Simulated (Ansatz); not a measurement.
# PO (quartet): one geometry, many settings

What do other methods and options give for PO (quartet) at this geometry, and how long do they take?

Computed with Ansatz 0.2.0, Gaussian basis. Level: the settings change from run to run.

15 further runs of the same task are left out: 5 that didn't finish, 10 set aside as unsound or not needed.

### 1 The system

The geometry is a PBE0/def2-TZVP stationary point (not a proven minimum).

2 atoms, charge 0, spin multiplicity 4.

Atoms are counted from 1 here; the program's logs count them from 0.

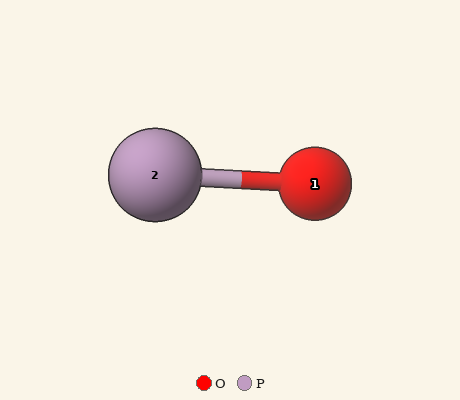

The structure; oxygen red, phosphorus pink; atoms are numbered from 1 in the order of the file.

### 2 BCCD/6-31G

File in.yaml:

```yaml
crystal:
  periodic: [false, false, false]
  atoms:
    - {symbol: O, position_ang: [0.000000, 0.000000, 0.000000]}
    - {symbol: P, position_ang: [0.000000, 0.000000, 1.718900]}
basis:
  gaussian: {orbitals: 6-31G}
magnetization: {spin_polarized: false, initial_magnetization: 3}
hamiltonian: {xc: {name: PBE}}
correlation: {method: bccd, electrons: outside_noble_gas}
scf: {lower_state_search: light}
```

Launch:

```sh
$ ansatz run in.yaml --threads 1 --pin off --events-out ev --progress --plain --max-ram 2393MiB
```

Log (excerpt; [...] marks lines left out):

```text
Functional definition: PBE
  name "PBE"
  cite "Perdew, Burke & Ernzerhof, Phys. Rev. Lett. 77, 3865 (1996) doi:10.1103/PhysRevLett.77.3865"
  parent pbe
[...]
215 factors; integrals over basis functions are off by at most 1.6e-4 eV
[...]
mean field -11323.30803162 eV, -416.1238949482 hartree, gradient 7.7e-6 eV, S^2 3.750000; 10 other end points of the search recorded, 0 dependent functions left out
[...]
6 core orbitals not correlated: weight in the atoms' cores, before any rotation towards them, 1.000 or more for the frozen orbitals, at most 0.000 for the correlated occupied ones
reference -11304.34517587 eV, -415.4270228529 hartree; 7, 4 occupied and 9, 12 virtual orbitals, 215 factors
second order -3.45858762 eV of doubles, -0.36883881 eV of singles
cycle   1  -3.73790297 eV  change    7.5e-2 eV  update   7.3e-2
[...]
cycle  12  -3.92736770 eV  change   -5.1e-6 eV  update   5.7e-6
Total energy: -11308.27254357 eV, -415.5713509539 hartree
```

It took 2.2 s on 1 thread of Arm Neoverse V2, shared host.

From the report: correlation -3.9274 eV; largest double amplitude 0.06.

### 3 CASSCF(5,7)/cc-pVDZ

File in.yaml:

```yaml
crystal:
  periodic: [false, false, false]
  atoms:
    - {symbol: O, position_ang: [0.000000, 0.000000, 0.000000]}
    - {symbol: P, position_ang: [0.000000, 0.000000, 1.718900]}
basis:
  gaussian: {orbitals: cc-pVDZ}
magnetization: {spin_polarized: false, initial_magnetization: 3}
correlation: {active_space: {window: {electrons: 5, orbitals: 7}}}
accuracy: high
scf: {lower_state_search: light}
```

The command is unchanged.

Log (excerpt; [...] marks lines left out):

```text
Functional definition: HF
  name "HF"
  cite "Fock, Z. Phys. 61, 126 (1930) doi:10.1007/BF01340294"
  parent pbe
[...]
588 factors; integrals over basis functions are off by at most 2.8e-9 eV
[...]
mean field -11306.56076332 eV, -415.5084441900 hartree, gradient 9.6e-8 eV, S^2 3.750000; 8 other end points of the search recorded, 0 dependent functions left out
reference -11306.56076332 eV, -415.5084441900 hartree; 13, 10 occupied and 19, 22 virtual orbitals, 588 factors
state -11307.59680120 eV, -415.5465178797 hartree
the orbitals are reached from a further start. From the first start the search ends at -11307.49543429 eV, -415.5427927144 hartree
Total energy: -11307.59680120 eV, -415.5465178797 hartree
```

Wall time 2.8 s (1 thread of Arm Neoverse V2, shared host).

From the report: 245 determinants; active occupations 1.96, 1.00, 1.00, 1.00, 0.02, 0.01, 0.01.

### 4 CCSDT(Q)/B on ROHF/def2-SVP

File in.yaml:

```yaml
crystal:
  periodic: [false, false, false]
  atoms:
    - {symbol: O, position_ang: [0.000000, 0.000000, 0.000000]}
    - {symbol: P, position_ang: [0.000000, 0.000000, 1.718900]}
basis:
  gaussian: {orbitals: def2-SVP}
magnetization: {spin_polarized: false, initial_magnetization: 3}
correlation: {method: ccsdt_q_b, electrons: outside_noble_gas, diis_vectors: 4}
accuracy: high
scf: {omitted_lower_state_checks: [cluster_reference]}
```

Launched as before.

Log (excerpt; [...] marks lines left out):

```text
Functional definition: HF
  name "HF"
  cite "Fock, Z. Phys. 61, 126 (1930) doi:10.1007/BF01340294"
  parent pbe
[...]
525 factors; integrals over basis functions are off by at most 3.6e-9 eV
[...]
mean field -11301.72190973 eV, -415.3306196005 hartree, gradient 1.0e-8 eV, S^2 3.750000; 8 other end points of the search recorded, 0 dependent functions left out
6 core orbitals not correlated: weight in the atoms' cores, before any rotation towards them, 1.000 or more for the frozen orbitals, at most 0.000 for the correlated occupied ones
reference -11301.72190973 eV, -415.3306196005 hartree; 7, 4 occupied and 19, 22 virtual orbitals, 525 factors
second order -5.83102059 eV of doubles, -0.15508981 eV of singles
cycle   1  -6.46418850 eV  change   -4.7e-1 eV  update   7.7e-2
[...]
cycle  34  -6.89678021 eV  change  -2.4e-10 eV  update  7.3e-10
perturbative correction -0.01217904 eV, -0.0004475715 hartree
Total energy: -11308.63086898 eV, -415.5845191698 hartree
Checks for a lower state left out: cluster_reference
```

It took 8 s on 1 thread of Arm Neoverse V2, shared host.

From the report: correlation -6.9090 eV; T1 0.025; largest double amplitude 0.08.

### 5 HF/def2-mTZVP

File in.yaml:

```yaml
crystal:
  periodic: [false, false, false]
  atoms:
    - {symbol: O, position_ang: [0.000000, 0.000000, 0.000000]}
    - {symbol: P, position_ang: [0.000000, 0.000000, 1.718900]}
basis:
  gaussian: {orbitals: def2-mTZVP}
magnetization: {spin_polarized: false, initial_magnetization: 3}
hamiltonian: {xc: hf}
accuracy: high
output: {orbitals: {seedname: orbitals}}
```

Launched as before.

Log:

```text
Functional definition: HF
  name "HF"
  cite "Fock, Z. Phys. 61, 126 (1930) doi:10.1007/BF01340294"
  parent pbe
  exchange = exact_x
  correlation = 0
733 factors; integrals over basis functions are off by at most 3.8e-9 eV
mean field evaluation 1: about -11302.9903 eV, gradient 2.5e1 eV
mean field evaluation 2: about -11302.9943 eV, gradient 2.5e1 eV
mean field evaluation 4: about -11305.4685 eV, gradient 3.4e0 eV
mean field evaluation 8: about -11305.7024 eV, gradient 1.7e-1 eV
mean field evaluation 16: about -11305.7032 eV, gradient 7.8e-3 eV
mean field evaluation 32: about -11307.1041 eV, gradient 6.6e0 eV
mean field evaluation 64: about -11306.3114 eV, gradient 2.0e0 eV
mean field evaluation 96: about -11305.7032 eV, gradient 3.6e-6 eV
mean field -11307.41270679 eV, -415.5397525348 hartree, gradient 1.1e-8 eV, S^2 3.750000; 3 other end points of the search recorded, 0 dependent functions left out
reference -11307.41270679 eV, -415.5397525348 hartree; 13, 10 occupied and 33, 36 virtual orbitals, 733 factors
Total energy: -11307.41270679 eV, -415.5397525348 hartree
```

Run time: 0.78 s. Hardware: 1 thread of Arm Neoverse V2, shared host.

### 6 CCSDT(Q)/B on ROHF/6-31G*

File in.yaml:

```yaml
crystal:
  periodic: [false, false, false]
  atoms:
    - {symbol: O, position_ang: [0.000000, 0.000000, 0.000000]}
    - {symbol: P, position_ang: [0.000000, 0.000000, 1.718900]}
basis:
  gaussian: {orbitals: "6-31G*"}
magnetization: {spin_polarized: false, initial_magnetization: 3}
correlation: {method: ccsdt_q_b, electrons: outside_noble_gas}
```

The command is unchanged.

Log (excerpt; [...] marks lines left out):

```text
Functional definition: HF
  name "HF"
  cite "Fock, Z. Phys. 61, 126 (1930) doi:10.1007/BF01340294"
  parent pbe
[...]
509 factors; integrals over basis functions are off by at most 1.1e-7 eV
[...]
mean field -11305.97507552 eV, -415.4869205602 hartree, gradient 1.3e-6 eV, S^2 3.750000; 9 other end points of the search recorded, 0 dependent functions left out
[...]
determinant -11305.97507552 eV, -415.4869205602 hartree, with singles and doubles -11312.50192250 eV, -415.7267777626 hartree
determinant -11304.19001522 eV, -415.4213208040 hartree, with singles and doubles -11311.29695673 eV, -415.6824960873 hartree
determinant -11300.46290489 eV, -415.2843520257 hartree, with singles and doubles -11306.86156145 eV, -415.5194983173 hartree
6 core orbitals not correlated: weight in the atoms' cores, before any rotation towards them, 1.000 or more for the frozen orbitals, at most 0.000 for the correlated occupied ones
reference -11305.97507552 eV, -415.4869205602 hartree; 7, 4 occupied and 21, 24 virtual orbitals, 509 factors
second order -5.65541984 eV of doubles, -0.15339461 eV of singles
cycle   1  -6.26805268 eV  change   -4.6e-1 eV  update   7.7e-2
[...]
cycle  18  -6.69148194 eV  change    1.0e-6 eV  update   9.5e-7
perturbative correction -0.01178351 eV, -0.0004330361 hartree
Total energy: -11312.67834097 eV, -415.7332610219 hartree
```

It took 7.5 s on 1 thread of Arm Neoverse V2, shared host.

From the report: correlation -6.7033 eV; T1 0.025; largest double amplitude 0.06.

### 7 CCSDT(Q)/B/6-31G

File in.yaml:

```yaml
crystal:
  periodic: [false, false, false]
  atoms:
    - {symbol: O, position_ang: [0.000000, 0.000000, 0.000000]}
    - {symbol: P, position_ang: [0.000000, 0.000000, 1.718900]}
basis:
  gaussian: {orbitals: 6-31G}
magnetization: {spin_polarized: true, initial_magnetization: 3}
hamiltonian: {xc: {name: r2SCAN}}
correlation: {method: ccsdt_q_b, electrons: outside_noble_gas}
accuracy: high
```

Launched as before.

Log (excerpt; [...] marks lines left out):

```text
Functional definition: r2SCAN
  name "r2SCAN"
  cite "Furness, Kaplan, Ning, Perdew & Sun, J. Phys. Chem. Lett. 11, 8208 (2020) doi:10.1021/acs.jpclett.0c02405"
  cite "Furness, Kaplan, Ning, Perdew & Sun, J. Phys. Chem. Lett. 11, 9248 (2020) doi:10.1021/acs.jpclett.0c03077"
  parent r2scan
[...]
401 factors; integrals over basis functions are off by at most 3.0e-9 eV
[...]
mean field -11328.12940644 eV, -416.3010772048 hartree, gradient 1.6e-8 eV, S^2 3.757607; 8 other end points of the search recorded, 0 dependent functions left out
6 core orbitals not correlated: weight in the atoms' cores, before any rotation towards them, 1.000 or more for the frozen orbitals, at most 0.000 for the correlated occupied ones
reference -11304.60352171 eV, -415.4365168872 hartree; 7, 4 occupied and 9, 12 virtual orbitals, 401 factors
second order -3.35938560 eV of doubles, -0.21798053 eV of singles
cycle   1  -3.50776512 eV  change    5.9e-2 eV  update   6.8e-2
[...]
cycle  31  -3.79046475 eV  change   4.4e-10 eV  update  7.7e-10
perturbative correction -0.01173413 eV, -0.0004312214 hartree
Total energy: -11308.40572058 eV, -415.5762451188 hartree
```

Run time: 12 s. Hardware: 1 thread of Arm Neoverse V2, shared host.

From the report: ⟨S²⟩ of the determinant 3.758 (pure quartet: 3.75); correlation -3.8022 eV; T1 0.017; largest double amplitude 0.07. The orbitals are Kohn-Sham ones, so correlation energy and T1 don't compare with those on Hartree-Fock orbitals.

### 8 All runs side by side

Where basis and cores are those of an earlier FCI/6-31G run (-11308.4457 eV), and the state is the same kind, the miss against it is given.

| level | correlated | functions | energy (eV) | from FCI (meV) | time |
| --- | --- | --- | --- | --- | --- |
| BCCD/6-31G (on PBE orbitals) | outside noble gas | 22 | -11308.2725 | 173.1 | 2.2 s |
| CASSCF(5,7)/cc-pVDZ |  | 32 | -11307.5968 |  | 2.8 s |
| CCSDT(Q)/B on ROHF/def2-SVP | outside noble gas | 32 | -11308.6309 |  | 8 s |
| HF/def2-mTZVP |  | 46 | -11307.4127 |  | 0.78 s |
| CCSDT(Q)/B on ROHF/6-31G* | outside noble gas | 34 | -11312.6783 |  | 7.5 s |
| CCSDT(Q)/B/6-31G (on r2SCAN orbitals) | outside noble gas | 22 | -11308.4057 | 39.9 | 12 s |

### 9 What came out

```
quantity                                        value
    runs                                            6
quickest                        HF/def2-mTZVP, 0.78 s
 slowest  CCSDT(Q)/B/6-31G (on r2SCAN orbitals), 12 s
```

**Reading.** Total energies in different bases, with other cores or another treatment of relativity can't be set against each other. CCSDT(Q)/B/6-31G (on r2SCAN orbitals) took 15 times as long as HF/def2-mTZVP; the jobs differ in more than the method. Among the correlated runs with a miss given, it spans +40 to +173 meV. Cores frozen from Kohn-Sham orbitals shift the total energy.
